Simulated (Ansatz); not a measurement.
The starting structures come from a database of crystals and need not be the phases stable at ambient conditions.

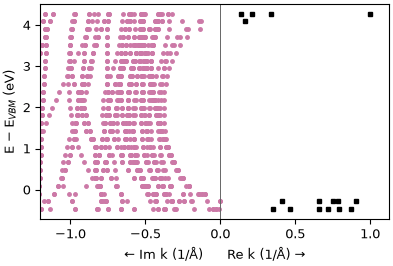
Fig. 1. Complex bands at the centre of the two-dimensional zone; r2SCAN (Ansatz, a first-principles code)

No gap correction and no spin-orbit coupling; mid-gap values are interpolated between computed energies.

Q: This is Ba₃Ta₂CdO₉ (P-3m1, not sure to be the ambient phase, 15 atoms a cell, 15.1 Å³ an atom, -5 GPa at this level) along the normal of (111). Read off the slowest decay at the centre of the two-dimensional zone at 2.00 eV, the computed energy nearest the middle of the gap.

A: κ ≈ 0.38 1/Å, a decay length 1/(2κ) of the density of 1.3 Å.
